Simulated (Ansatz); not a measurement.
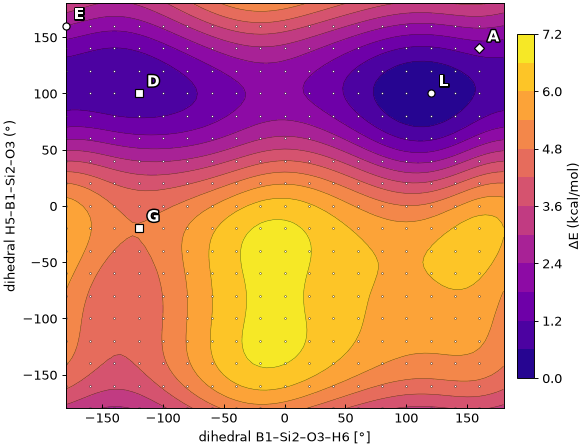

BClH₂OSi, SMILES B=[Si](O)Cl. 
- First axis: dihedral B1–Si2–O3–H6. Second axis: dihedral H5–B1–Si2–O3.
- Nothing is relaxed (all other coordinates rigid).
- The scan uses an 18 × 18 grid.
- All energies are given in kcal/mol relative to the relaxed molecule at the same level.
- Level of theory: Ansatz, RKS wB97X-V/def2-SVP.

Drawn: filled contours, dots at the grid points, lettered points. Between grid points the surface is interpolated.

Question: Is D the lowest point of the computed grid?

Answer: No. D lies 0.7 kcal/mol above the lowest grid point, which is at dihedral B1–Si2–O3–H6 = 120°, dihedral H5–B1–Si2–O3 = 100°.

Question: What kind of point is each of A, E, G, L: minimum, saddle, maximum or slope?

Answer: A: on a slope; E: on a slope; G: saddle point; L: minimum. (In these two coordinates alone; a stationary point may lie a little off the grid point.)

Question: Rank the lettered points by energy, lowest first.

Answer: L (0.020 kcal/mol), D (0.7 kcal/mol), A (1.5 kcal/mol), E (2.4 kcal/mol), G (4.8 kcal/mol).
